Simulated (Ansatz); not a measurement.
Input

```
crystal:
  periodic: [false, false, false]
  atoms:
    - {symbol: Sn, position_ang: [-0.941293, 0.239333, 0.537407]}
    - {symbol: N, position_ang: [1.324409, 0.833630, -0.310789]}
    - {symbol: C, position_ang: [-0.949961, -1.609296, -0.161761]}
    - {symbol: H, position_ang: [1.508730, -0.069378, -0.741137]}
    - {symbol: H, position_ang: [-1.554355, 1.597664, -0.301265]}
    - {symbol: H, position_ang: [-0.414395, 0.684352, 2.102281]}
    - {symbol: H, position_ang: [2.040433, 1.018163, 0.383362]}
    - {symbol: H, position_ang: [1.373378, 1.552783, -1.024237]}
    - {symbol: H, position_ang: [-0.820786, -2.422387, 0.543606]}
    - {symbol: H, position_ang: [-1.566061, -1.824763, -1.027467]}
basis:
  gaussian: {orbitals: def2-TZVPP}
hamiltonian: {xc: pbe0, dispersion: d4}
output: {orbitals: {seedname: orbitals}}
```

Command:

```sh
ansatz run in.yaml --threads 4 --pin off --events-out ev --progress --plain --max-ram 9574MiB
```

The product side of a reaction path; geometry: PBE0-D4/def2-TZVP; core potentials replace the inner electrons of Sn.

Level of theory: RKS PBE0-D4/def2-TZVPP (Ansatz 0.2.0).

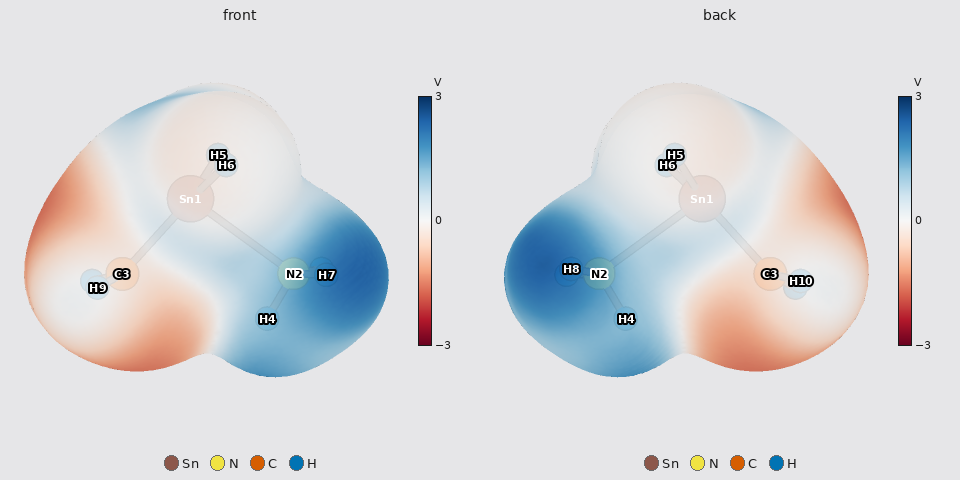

CH$_{7}$NSn. The electrostatic potential painted on the density surface at 0.002 e/bohr³, seen from the front and from behind; the colour scale runs from red (negative) to blue (positive).

> Where is the surface potential most negative and most positive?

The most negative region (about −1.6 V) lies over C3, the most positive (about +2.4 V) over H7 and H8.
